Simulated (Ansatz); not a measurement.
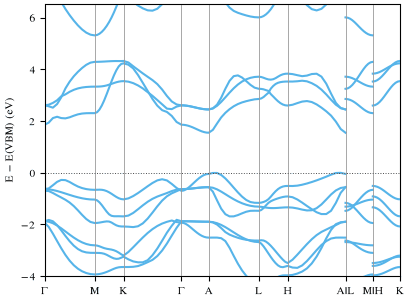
Figure. Band structure from r²SCAN (plane waves, PAW; program Ansatz)

**Question.** Read off the gap and where the band edges lie.

**Answer.** About 1.5 eV (1.54 eV by a search for the band edges); maximum on the H–A line, 88 % of the way from H, minimum at A.

The material is BiTeBr in space group P3m1 (No. 156; Bi on 1a, Te on 1b, Br on 1c).

The first step of the workflow began from a Materials Project structure, measured or hypothetical; the Crystallography Open Database copy checked does not list it. With Te and Br taken as one species the cell has the higher symmetry P-3m1, so it may be an ordered model of a mixed-site phase. Its standing as an ambient phase is unchecked. The cell was relaxed with r²SCAN under the symmetry of its start; its stability against distortions is not shown here. A crystal of weakly bound layers computed without a dispersion correction: the cell and the soft elastic constants depend strongly on that. Spin–orbit coupling is left out wherever it is not named.

Potentials: the later of the program's two PAW sets.
